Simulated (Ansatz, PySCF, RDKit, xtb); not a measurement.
# Solving SiNH5Se, step by step, part 2 of 2

Given the formula SiNH5Se and nothing else, which arrangement of the atoms is the most stable in the gas at 298.15 K, and what are its properties?

xtb, Ansatz and PySCF; isolated molecules.

**11. Free energies and the winner**

Energies in kcal/mol from c851a; G adds the thermal terms to the CCSD(T)/def2-TZVP energy. The columns left of the relaxed level are at the tight-binding geometries.

| label | SMILES | spin | GFN2-xTB | HF/STO-3G | r2SCAN-D4/def2-SVP | B3LYP/6-31G* | HF/def2-TZVP | MP2/def2-TZVP | CCSD(T)/def2-TZVP | G | share at equilibrium | T1 |
| --- | --- | --- | --- | --- | --- | --- | --- | --- | --- | --- | --- | --- |
| c851a | N[SiH2][SeH] | singlet | 0.0 | 0.0 | 0.0 | 0.0 | 0.0 | 0.0 | 0.0 | 0.0 | 100.0 % | 0.010 |
| c367 | N[Se][SiH3] | singlet | 19.5 | 20.1 | 35.1 | 32.5 | 38.4 | 36.7 | 35.1 | 35.7 | < 0.1 % | 0.011 |
| c835a | N[Se][SiH3] | singlet | 21.7 | 24.9 | 36.2 | 33.8 | 39.3 | 38.0 | 36.2 | 36.8 | < 0.1 % | 0.011 |

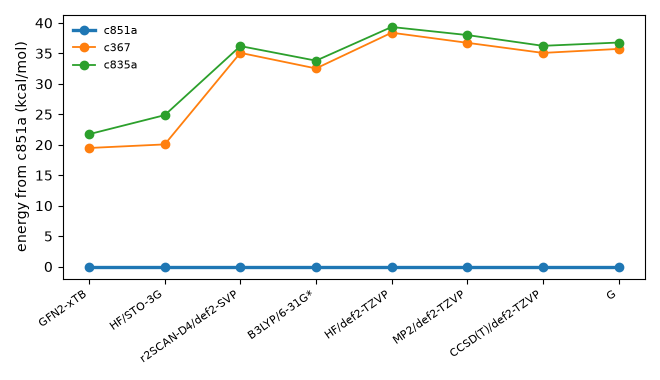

The finalists at each level, measured from c851a.

Lowest found: c851a, `N[SiH2][SeH]`, a singlet of point group C1. Bond lengths: N1–Si3 1.730 Å, Se2–Si3 2.323 Å, N1–H4 1.014 Å, N1–H5 1.014 Å, Si3–H6 1.483 Å, Si3–H7 1.482 Å, Se2–H8 1.483 Å. Angles: N1–Si3–Se2 119.4°, N1–Si3–H6 105.8°, N1–Si3–H7 108.5°, Se2–Si3–H6 108.6°, Se2–Si3–H7 101.8°, Si3–N1–H4 119.4°, Si3–N1–H5 118.8°, Si3–Se2–H8 94.4°, H6–Si3–H7 112.8°, H4–N1–H5 110.3°.

```xyz
8

N     0.0450    1.2752   -2.9637
Se   -0.0400   -1.2936   -0.5691
Si    0.6630    0.7429   -1.4382
H     0.2112    0.7128   -3.7913
H    -0.8805    1.6878   -2.9984
H     0.3236    1.8126   -0.4688
H     2.1239    0.5294   -1.5700
H    -1.4180   -0.8258   -0.2859
```

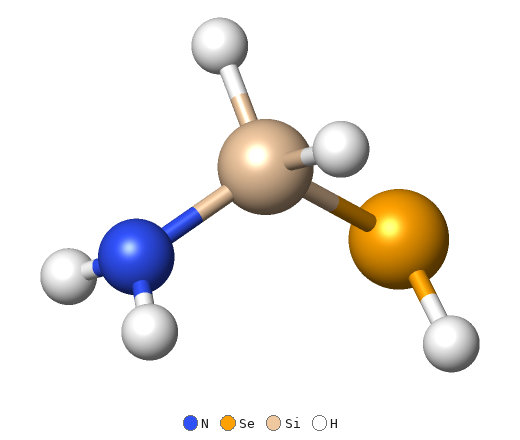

The lowest structure found, seen from a chosen angle (nitrogen blue, selenium orange, silicon light orange, hydrogen white).

**12. Density, orbitals and dipole (PBE0/def2-TZVPD)**

Input file input.yaml:

```yaml
crystal:
  periodic: [false, false, false]
  atoms:
    - {symbol: N, position_ang: [0.045050, 1.275173, -2.963692]}
    - {symbol: Se, position_ang: [-0.040005, -1.293646, -0.569082]}
    - {symbol: Si, position_ang: [0.662972, 0.742878, -1.438184]}
    - {symbol: H, position_ang: [0.211226, 0.712758, -3.791268]}
    - {symbol: H, position_ang: [-0.880527, 1.687752, -2.998387]}
    - {symbol: H, position_ang: [0.323647, 1.812646, -0.468840]}
    - {symbol: H, position_ang: [2.123936, 0.529429, -1.569961]}
    - {symbol: H, position_ang: [-1.417971, -0.825839, -0.285878]}
basis:
  gaussian:
    orbitals: def2-TZVPD
output: {forces: true, orbitals: {seedname: orbitals}}
hamiltonian:
  xc: pbe0
```

Launch:

```sh
$ ansatz run input.yaml --threads 1 --pin off --max-ram 2610MiB --events-out events.jsonl --progress --plain --runs-dir runs
```

What it wrote, shortened:

```text
Warning: RAYON_NUM_THREADS=1 ignored (pool sized by the plan → 1); use --threads N
Functional definition: PBE0
  name "PBE0"
[...]
1183 factors; their error is unknown
[...]
mean field -74788.35995437 eV, -2748.4215349520 hartree, gradient 3.0e-5 eV, S^2 0.000000; 0 other end points of the search recorded, 0 dependent functions left out
[...]
reference -74788.35999681 eV, -2748.4215365115 hartree; 30, 30 occupied and 152, 152 virtual orbitals, 1183 factors
Total energy: -74788.35999681 eV, -2748.4215365115 hartree
Atom 0 at     0.045050     1.275173    -2.963692 Å, force    -0.020884    -0.216095     0.178229 eV/Å
Atom 1 at    -0.040005    -1.293646    -0.569082 Å, force    -0.161157     0.353914    -0.097219 eV/Å
Atom 2 at     0.662972     0.742878    -1.438184 Å, force    -0.239403    -0.050505    -0.223062 eV/Å
Atom 3 at     0.211226     0.712758    -3.791268 Å, force    -0.049946     0.127156     0.195317 eV/Å
Atom 4 at    -0.880527     1.687752    -2.998387 Å, force     0.215881    -0.102000     0.011764 eV/Å
Atom 5 at     0.323647     1.812646    -0.468840 Å, force     0.003245    -0.038878    -0.005034 eV/Å
Atom 6 at     2.123936     0.529429    -1.569961 Å, force    -0.024199    -0.015119     0.005374 eV/Å
Atom 7 at    -1.417971    -0.825839    -0.285878 Å, force     0.276462    -0.058472    -0.065368 eV/Å
Dipole moment:    -0.218372     0.178067    -0.256058 e Å
```

It took 10 s on 1 thread of Arm Neoverse V1, shared host.

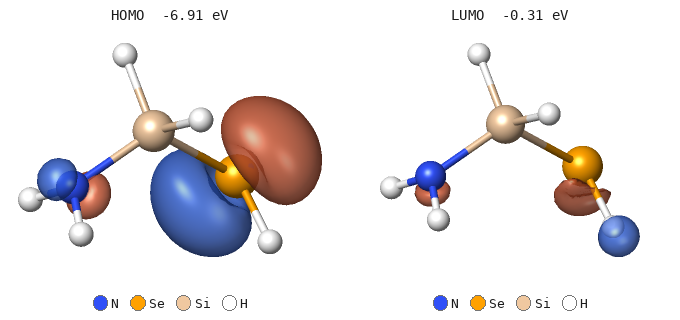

Frontier orbitals of this run, surfaces at ±0.2 Å^-3/2.

**13. Frequencies after a tight-binding relaxation (GFN2-xTB)**

Input file start.xyz:

```xyz
8
c851a
N      0.045050     1.275173    -2.963692
Se    -0.040005    -1.293646    -0.569082
Si     0.662972     0.742878    -1.438184
H      0.211226     0.712758    -3.791268
H     -0.880527     1.687752    -2.998387
H      0.323647     1.812646    -0.468840
H      2.123936     0.529429    -1.569961
H     -1.417971    -0.825839    -0.285878
```

Launch:

```sh
$ xtb start.xyz --gfn 2 --ohess tight
```

What it wrote, shortened:

```text
* xtb version 6.7.1
[...]
          :  # basis functions                  29          :
[...]
          :  # electrons                        20          :
[...]
          :  Hamiltonian                  GFN2-xTB          :
[...]
          :  net charge                          0          :
          :  unpaired electrons                  0          :
[...]
   *** convergence criteria satisfied after 12 iterations ***
[...]
   *** GEOMETRY OPTIMIZATION CONVERGED AFTER 7 ITERATIONS ***
[...]
   *** convergence criteria satisfied after 3 iterations ***
[...]
         ::                     SUMMARY                     ::
         :::::::::::::::::::::::::::::::::::::::::::::::::::::
         :: total energy             -10.411670186386 Eh    ::
         :: gradient norm              0.000172527790 Eh/a0 ::
         :: HOMO-LUMO gap              4.588724806578 eV    ::
         ::.................................................::
         :: SCC energy               -10.498196468522 Eh    ::
         :: -> isotropic ES            0.031204597396 Eh    ::
         :: -> anisotropic ES          0.002434391760 Eh    ::
         :: -> anisotropic XC          0.003695287639 Eh    ::
         :: -> dispersion             -0.004303783807 Eh    ::
         :: repulsion energy           0.086526282136 Eh    ::
         :: add. restraining           0.000000000000 Eh    ::
         :: total charge               0.000000000000 e     ::
         :::::::::::::::::::::::::::::::::::::::::::::::::::::
[...]
        10        2.0000           -0.3736383             -10.1672 (HOMO)
        11                         -0.2050058              -5.5785 (LUMO)
[...]
     #   Z          covCN         q      C6AA      α(0)
     1   7          2.541    -0.397    30.317     8.177
     2  34          1.792    -0.483   252.498    27.690
     3  14          3.530     0.518    99.141    19.211
     4   1          0.861     0.169     1.278     1.771
     5   1          0.861     0.166     1.295     1.782
     6   1          0.921    -0.062     4.399     3.280
     7   1          0.921    -0.064     4.439     3.295
     8   1          0.926     0.152     1.376     1.834
[...]
          | TOTAL ENERGY              -10.411670186386 Eh   |
          | TOTAL ENTHALPY            -10.355969468021 Eh   |
          | TOTAL FREE ENERGY         -10.393940593451 Eh   |
          | GRADIENT NORM               0.000172481752 Eh/α |
[...]
```

Wall time 0.16 s (1 thread of Arm Neoverse V1, shared host).

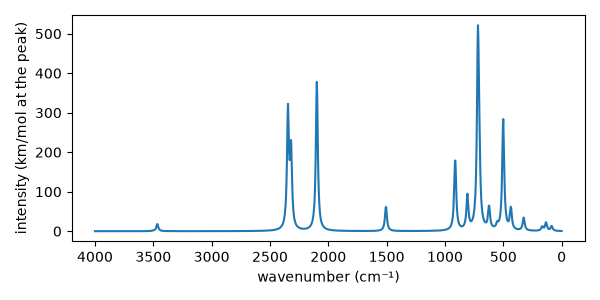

Harmonic infrared spectrum, unscaled, lines broadened by 10 cm⁻¹.

**14. Electronic excitations (TD-CAM-B3LYP/def2-SVPD)**

An in-house driver calls PySCF's response routines at TD-CAM-B3LYP/def2-SVPD; it has no typed input.

What it wrote:

```text
coarse grid: 31224 points
cycle   1  E = -2748.4982075575  dE = -8.843e-01  |g| = 3.949e-01  |ddm| = 3.123e+00
cycle   2  E = -2748.5035331136  dE = -5.326e-03  |g| = 3.897e-01  |ddm| = 1.204e+00
cycle   3  E = -2748.5371491671  dE = -3.362e-02  |g| = 5.574e-02  |ddm| = 5.456e-01
cycle   4  E = -2748.5378489857  dE = -6.998e-04  |g| = 1.299e-02  |ddm| = 9.938e-02
cycle   5  E = -2748.5379071033  dE = -5.812e-05  |g| = 6.067e-03  |ddm| = 3.431e-02
cycle   6  E = -2748.5379143382  dE = -7.235e-06  |g| = 9.033e-04  |ddm| = 1.065e-02
final grid: 62856 points
cycle   7  E = -2748.5378933219  dE = -2.040e-07  |g| = 7.531e-04  |ddm| = 3.295e-03
cycle   8  E = -2748.5378933303  dE = -8.336e-09  |g| = 7.411e-04  |ddm| = 1.860e-03
cycle   9  E = -2748.5378934073  dE = -7.704e-08  |g| = 7.754e-05  |ddm| = 7.992e-04
cycle  10  E = -2748.5378934089  dE = -1.650e-09  |g| = 2.467e-05  |ddm| = 1.504e-04
cycle  11  E = -2748.5378934093  dE = -3.743e-10  |g| = 5.544e-06  |ddm| = 8.309e-05
converged SCF energy = -2748.5378934093

Static polarisability (au): isotropic 67.002, principal 58.498 60.950 81.558

Singlet excitations
state   eV       nm        f      main configurations
  1   5.2591    235.8   0.00768   H->L 0.59, H->L+2 0.25, H->L+1 0.08
  2   5.8148    213.2   0.04354   H->L+1 0.61, H->L 0.24
  3   6.3293    195.9   0.03733   H->L+2 0.32, H-1->L 0.31, H->L+1 0.16
  4   6.5841    188.3   0.00806   H-1->L 0.54, H->L+2 0.18
  5   6.8797    180.2   0.01042   H-1->L+2 0.74
  6   7.0755    175.2   0.02598   H->L+3 0.57, H->L+6 0.25
  7   7.2069    172.0   0.02965   H->L+3 0.36, H->L+6 0.36, H-1->L+1 0.13
  8   7.3370    169.0   0.15952   H->L+5 0.70, H-1->L+1 0.13

Triplet excitations (Tamm-Dancoff, eV): 4.8405 5.4030 5.9574
```

Run time: 11 s. Hardware: 1 thread of Arm Neoverse V1, shared host.

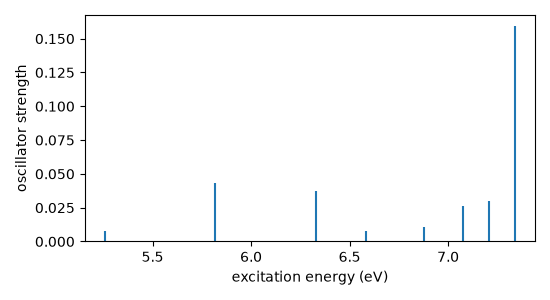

Vertical excitations as sticks.

The roots found:

| excited state | energy (eV) | strength |
| --- | --- | --- |
| 1 | 5.259 | 0.0077 |
| 2 | 5.815 | 0.0435 |
| 3 | 6.329 | 0.0373 |
| 4 | 6.584 | 0.0081 |
| 5 | 6.880 | 0.0104 |
| 6 | 7.075 | 0.0260 |
| 7 | 7.207 | 0.0296 |
| 8 | 7.337 | 0.1595 |

**15. NMR shieldings (GIAO PBE0/pcSseg-1)**

An in-house driver calls PySCF's response routines at GIAO PBE0/pcSseg-1; it has no typed input.

What it wrote:

```text
coarse grid: 31224 points
cycle   1  E = -2748.0663955104  dE = -9.661e-01  |g| = 7.422e-01  |ddm| = 2.597e+00
cycle   2  E = -2748.0478433714  dE =  1.855e-02  |g| = 5.987e-01  |ddm| = 6.953e-01
cycle   3  E = -2748.1003776872  dE = -5.253e-02  |g| = 2.076e-01  |ddm| = 5.390e-01
cycle   4  E = -2748.1094541234  dE = -9.076e-03  |g| = 2.525e-02  |ddm| = 1.686e-01
cycle   5  E = -2748.1095688658  dE = -1.147e-04  |g| = 6.378e-03  |ddm| = 2.967e-02
cycle   6  E = -2748.1095816213  dE = -1.276e-05  |g| = 1.601e-03  |ddm| = 9.243e-03
cycle   7  E = -2748.1095820450  dE = -4.237e-07  |g| = 3.797e-04  |ddm| = 1.989e-03
final grid: 62856 points
cycle   8  E = -2748.1095830629  dE = -1.607e-08  |g| = 4.173e-04  |ddm| = 1.104e-03
cycle   9  E = -2748.1095830588  dE =  4.045e-09  |g| = 4.877e-04  |ddm| = 9.191e-04
cycle  10  E = -2748.1095830901  dE = -3.124e-08  |g| = 3.851e-05  |ddm| = 4.524e-04
cycle  11  E = -2748.1095830904  dE = -3.574e-10  |g| = 1.057e-05  |ddm| = 3.933e-05
converged SCF energy = -2748.1095830904

GIAO shielding tensors (ppm)
atom      isotropic    diamagn.    paramagn.     s11        s22        s33       span
  0 N      233.931     317.203     -83.272    219.635    234.052    248.107     28.472
  1 Se    1998.575    3003.266   -1004.691   1745.203   1981.616   2268.907    523.704
  2 Si     375.863     878.151    -502.288    287.656    394.564    445.370    157.714
  3 H       30.759      28.482       2.276     24.059     27.177     41.041     16.982
  4 H       30.557      30.117       0.440     24.208     26.956     40.508     16.300
  5 H       25.956      29.357      -3.400     20.777     25.434     31.658     10.880
  6 H       26.117      28.422      -2.304     21.064     25.339     31.950     10.886
  7 H       30.354      31.037      -0.683     21.705     25.647     43.711     22.006
```

It took 6 s on 1 thread of Arm Neoverse V1, shared host; peak memory 0.56 GiB.

Isotropic shieldings, averaged over atoms that the bond graph makes equivalent (absolute, not shifts; non-relativistic, which misses 10 ppm and more beside bromine and heavier atoms):

| atoms | shielding (ppm) |
| --- | --- |
| N1 | 233.9 |
| Se2 | 1998.6 |
| Si3 | 375.9 |
| H4, H5 | 30.66 |
| H6, H7 | 26.04 |
| H8 | 30.35 |

**16. The cation at the same geometry (PBE0/def2-TZVPD)**

input.yaml, as its differences from that of step 12:

```diff
@@ -14,4 +14,7 @@
     orbitals: def2-TZVPD
-output: {forces: true, orbitals: {seedname: orbitals}}
+magnetization:
+  spin_polarized: true
+  initial_magnetization: 1
 hamiltonian:
-  xc: pbe0
+  xc: {name: PBE0}
+total_charge: 1
```

Launch:

```sh
$ ansatz run input.yaml --threads 1 --pin off --max-ram 2610MiB --events-out events.jsonl --progress --plain --runs-dir runs
```

What it wrote:

```text
Warning: RAYON_NUM_THREADS=1 ignored (pool sized by the plan → 1); use --threads N
Functional definition: PBE0
  name "PBE0"
  parameter a = 0.25
  parameter kappa = 0.804
  parameter beta = 0.06672455060314922
  exchange = (1 - a)*pbe_x(kappa = kappa, mu = beta*pi^2/3) + a*exact_x
  correlation = pbe_c(beta = beta)
1183 factors; their error is unknown
mean field evaluation 1: about -74765.9891 eV, gradient 5.7e1 eV
mean field evaluation 2: about -74700.6179 eV, gradient 1.0e2 eV
mean field evaluation 4: about -74778.7418 eV, gradient 9.2e0 eV
mean field evaluation 8: about -74779.0713 eV, gradient 5.3e-1 eV
mean field evaluation 16: about -74779.3689 eV, gradient 6.5e-3 eV
mean field evaluation 32: about -74779.3592 eV, gradient 8.0e-1 eV
mean field -74779.36891426 eV, -2748.0911203225 hartree, gradient 1.6e-5 eV, S^2 0.760441; 2 other end points of the search recorded, 0 dependent functions left out
reference -74779.36894756 eV, -2748.0911215459 hartree; 30, 29 occupied and 152, 153 virtual orbitals, 1183 factors
Total energy: -74779.36894756 eV, -2748.0911215459 hartree
```

It took 22 s on 1 thread of Arm Neoverse V1, shared host; peak memory 0.52 GiB.

Difference from the parent: 8.99 eV.

**17. The anion at the same geometry (PBE0/def2-TZVPD)**

Input file input.yaml:

```yaml
crystal:
  periodic: [false, false, false]
  atoms:
    - symbol: "N"
      position_ang: [0.045050, 1.275173, -2.963692]
    - symbol: Se
      position_ang: [-0.040005, -1.293646, -0.569082]
    - symbol: Si
      position_ang: [0.662972, 0.742878, -1.438184]
    - symbol: H
      position_ang: [0.211226, 0.712758, -3.791268]
    - symbol: H
      position_ang: [-0.880527, 1.687752, -2.998387]
    - symbol: H
      position_ang: [0.323647, 1.812646, -0.468840]
    - symbol: H
      position_ang: [2.123936, 0.529429, -1.569961]
    - symbol: H
      position_ang: [-1.417971, -0.825839, -0.285878]
basis:
  gaussian:
    orbitals: def2-TZVPD
total_charge: -1
magnetization:
  spin_polarized: true
  initial_magnetization: 1
hamiltonian:
  xc: pbe0
scf:
  lower_state_search: "off"
```

Launch:

```sh
$ ansatz run input.yaml --threads 1 --pin off --max-ram 2610MiB --events-out events.jsonl --progress --plain --runs-dir runs
```

What it wrote, shortened:

```text
Warning: RAYON_NUM_THREADS=1 ignored (pool sized by the plan → 1); use --threads N
Functional definition: PBE0
  name "PBE0"
[...]
1183 factors; their error is unknown
[...]
mean field -74787.60242860 eV, -2748.3936963936 hartree, gradient 2.5e-6 eV, S^2 0.750534; 0 other end points of the search recorded, 0 dependent functions left out
reference -74787.60246934 eV, -2748.3936978905 hartree; 31, 30 occupied and 151, 152 virtual orbitals, 1183 factors
Total energy: -74787.60246934 eV, -2748.3936978905 hartree
Checks for a lower state left out: stability, starts, cluster_reference, orbital_swaps, neighbouring_geometries, increment
```

Wall time 14 s (1 thread of Arm Neoverse V1, shared host).

Parent less the species with the added electron: -0.76 eV. The extra electron isn't bound at this geometry, so the number measures the basis, not the molecule.

**18. The triplet at the same geometry (PBE0/def2-TZVPD)**

Input file input.yaml:

```yaml
crystal:
  periodic: [false, false, false]
  atoms:
    - {symbol: N, position_ang: [0.045050, 1.275173, -2.963692]}
    - {symbol: Se, position_ang: [-0.040005, -1.293646, -0.569082]}
    - {symbol: Si, position_ang: [0.662972, 0.742878, -1.438184]}
    - {symbol: H, position_ang: [0.211226, 0.712758, -3.791268]}
    - {symbol: H, position_ang: [-0.880527, 1.687752, -2.998387]}
    - {symbol: H, position_ang: [0.323647, 1.812646, -0.468840]}
    - {symbol: H, position_ang: [2.123936, 0.529429, -1.569961]}
    - {symbol: H, position_ang: [-1.417971, -0.825839, -0.285878]}
basis:
  gaussian:
    orbitals: def2-TZVPD
magnetization:
  spin_polarized: true
  initial_magnetization: 2
hamiltonian:
  xc: {name: PBE0}
```

Launch:

```sh
$ ansatz run input.yaml --threads 1 --pin off --max-ram 2610MiB --events-out events.jsonl --progress --plain --runs-dir runs
```

What it wrote:

```text
Warning: RAYON_NUM_THREADS=1 ignored (pool sized by the plan → 1); use --threads N
Functional definition: PBE0
  name "PBE0"
  parameter a = 0.25
  parameter kappa = 0.804
  parameter beta = 0.06672455060314922
  exchange = (1 - a)*pbe_x(kappa = kappa, mu = beta*pi^2/3) + a*exact_x
  correlation = pbe_c(beta = beta)
1183 factors; their error is unknown
mean field evaluation 1: about -74773.5999 eV, gradient 4.6e1 eV
mean field evaluation 2: about -74718.5068 eV, gradient 9.5e1 eV
mean field evaluation 4: about -74777.3129 eV, gradient 2.7e1 eV
mean field evaluation 8: about -74783.2031 eV, gradient 4.0e-1 eV
mean field evaluation 16: about -74783.5121 eV, gradient 1.5e-2 eV
mean field evaluation 32: about -74783.5121 eV, gradient 1.9e-5 eV
mean field -74783.51209564 eV, -2748.2433794296 hartree, gradient 7.1e-6 eV, S^2 2.006149; 7 other end points of the search recorded, 0 dependent functions left out
reference -74783.51214914 eV, -2748.2433813957 hartree; 31, 29 occupied and 151, 153 virtual orbitals, 1183 factors
Total energy: -74783.51214914 eV, -2748.2433813957 hartree
```

Wall time 33 s (1 thread of Arm Neoverse V1, shared host); peak memory 0.56 GiB.

It lies 4.85 eV above the singlet.

**19. Stability of the closed-shell solution (PBE0/def2-SVP)**

start.xyz, as its differences from that of step 13:

```diff
@@ -1,3 +1,3 @@
 8
-c851a
+H5NSeSi
 N      0.045050     1.275173    -2.963692
```

Input file job.py:

```python
from pyscf import gto, dft

mol = gto.Mole()
mol.atom = 'start.xyz'
mol.max_memory = 1860
mol.spin = 0
mol.verbose = 3
mol.basis = 'def2-svp'
mol.build()

calc0 = dft.RKS(mol, xc='pbe0')
calc0 = calc0.density_fit(auxbasis='def2-universal-jkfit')
calc0.max_cycle = 100
calc0.grids.level = 3
calc0.kernel()
if not calc0.converged:
    calc0 = calc0.newton().run(calc0.mo_coeff, calc0.mo_occ)

e_final = calc0.e_tot
print('E = %.10f Eh' % e_final)
mo_i, mo_e, stable_i, stable_e = calc0.stability(internal=True, external=True, return_status=True)
print('stable: internal', stable_i, 'external', stable_e)
```

Launch:

```sh
$ OMP_NUM_THREADS=1 python job.py
```

What it wrote:

```text
converged SCF energy = -2747.95243171694
E = -2747.9524317169 Eh
<class 'pyscf.df.df_jk.DFRKS'> wavefunction is stable in the internal stability analysis
<class 'pyscf.df.df_jk.DFRKS'> wavefunction is stable in the real -> complex stability analysis
<class 'pyscf.df.df_jk.DFRKS'> wavefunction is stable in the RHF/RKS -> UHF/UKS stability analysis
stable: internal True external True
```

Wall time 1.7 min (1 thread of Arm Neoverse V1, shared host); peak memory 0.5 GiB.

**20. Results**

This closing draws on all 2 parts.

| quantity | value |
| --- | --- |
| lowest structure found | N[SiH2][SeH], singlet, C1 |
| next finalist | N[Se][SiH3], singlet, 35.7 kcal/mol higher in G |
| share at equilibrium, among the finalists | 100.0 % |
| funnel | 23 starts, 17 minima at GFN2-xTB, 7 screening runs, 3 relaxed, 3 ranked |
| CPU time of all runs | 14 min |
| harmonic wavenumbers, lowest and highest (B3LYP/6-31G*) | 149 and 3640 cm⁻¹ |
| rotational constants, same geometry | 0.5867, 0.07273, 0.06801 cm⁻¹ |
| dipole moment (PBE0/def2-TZVPD) | 1.83 D |
| HOMO energy (PBE0/def2-TZVPD) | -6.91 eV |
| LUMO energy (PBE0/def2-TZVPD) | -0.31 eV |
| HOMO–LUMO gap (PBE0/def2-TZVPD) | 6.59 eV |
| lowest excitation (TD-CAM-B3LYP/def2-SVPD) | 5.26 eV (f = 0.008) |
| strongest of the states computed, same level | 7.34 eV (f = 0.160) |
| lowest triplet excitation, same level, Tamm-Dancoff | 4.84 eV |
| vertical ionisation energy | 8.99 eV |
| vertical electron affinity | -0.76 eV (unbound: the value depends on the basis) |
| vertical triplet less singlet | +4.85 eV |

The search ends on `N[SiH2][SeH]`. Among the finalists first place is clear (35.7 kcal/mol); structures outside the list aren't covered. GFN2-xTB, HF/STO-3G, r2SCAN-D4/def2-SVP, B3LYP/6-31G*, HF/def2-TZVP and MP2/def2-TZVP already put its bonding pattern lowest among the structures in one piece. The largest share of the time went into the vibrations (43 %). Lowest found is not proven lowest: the search is finite, and each finalist counts with one conformer. Patterns outside the rules of the enumeration were met only by chance. The lowest isomer need not be the one that is made and kept in a bottle, which depends on barriers.
